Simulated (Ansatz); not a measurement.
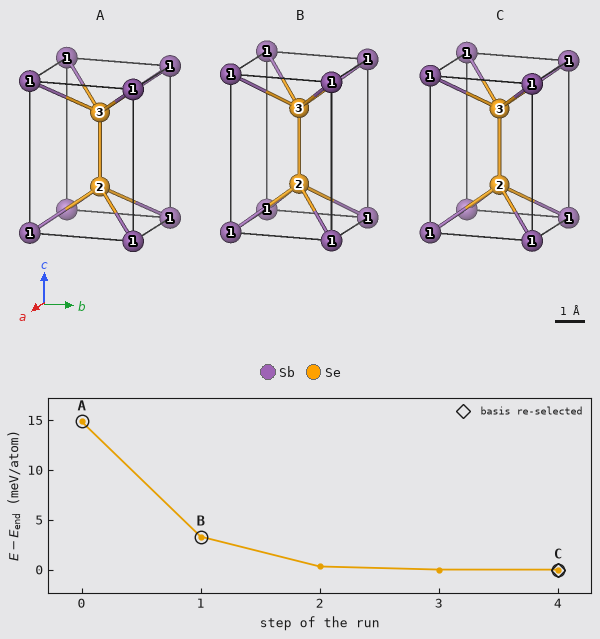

Frames of a relaxation of solid SbSe₂ (a generated structure, set up in P4/mmm), marked on the history of the run. Style: ball-and-stick. Shown: the cell of the calculation, slightly off an axis.

The calculation used DFT PBE, scalar-relativistic, plane waves, PAW; settings changed in Ansatz.

Input file:
```yaml
crystal:
  lattice:
    - [3.8601260211, 0.0, 0.0]
    - [0.0, 3.8601260211, 0.0]
    - [0.0, 0.0, 5.4882903063]
  atoms:
    - { symbol: Sb, position: [0.0, 0.0, 0.0] }
    - { symbol: Se, position: [0.5, 0.5, 0.2557301438] }
    - { symbol: Se, position: [0.5, 0.5, 0.7442698562] }
basis:
  ecutwfc: 420
kpoints:
  mp_grid: { grid: [12, 12, 8] }
hamiltonian:
  xc: pbe
scf:
  occupations: { method: gaussian, width: 0.1 }
  mixing: { preconditioner: kerker }
output:
  forces: true
  eigenvalues: true
  stress: true
relax:
  adjacent_minimum: "off"
  f_tol: 0.01
  max_steps: 80
  cell: { stress_tol: 0.05 }
```

Launched with:
```bash
ansatz run input.yaml --threads 1 --pin off --max-ram 2560MiB --backend cpu --events-out ev --progress --plain --runs-dir out
```

Q: What happens along the run?

A: After 3 accepted moves (4 points after the start) the energy has fallen by 14.9 meV per atom. The largest force component goes from 0.13 to 0.0045 eV/Å. The pressure goes from 0.51 to 0.02 GPa. At 1 point the geometry stayed and the basis and grid were re-selected for the new cell (energy shift of less than 0.05 meV per atom at most each time). The largest moves relative to the cell, 0.007 Å, are those of Se2 and Se3. Se2 goes along +c. Sb stays in place. Cell: a = b 3.860 → 3.803 Å (−1.5 %), c 5.488 → 5.670 Å (+3.3 %). Volume +0.3 %. Some distances before and after: Se2–Se3 2.681 → 2.756 Å, Sb1–Se2 3.069 → 3.059 Å. Bond angles that change, for instance: Sb1–Se3–Sb1 125.6° → 123.1°. The space group stays P4/mmm (No. 123). From step 0 to 1: Se atoms move most (0.03 Å), volume −0.7 %, energy −11.6 meV per atom. From step 1 to 4: Se atoms move most (0.02 Å), volume +1.0 %, energy −3.3 meV per atom.
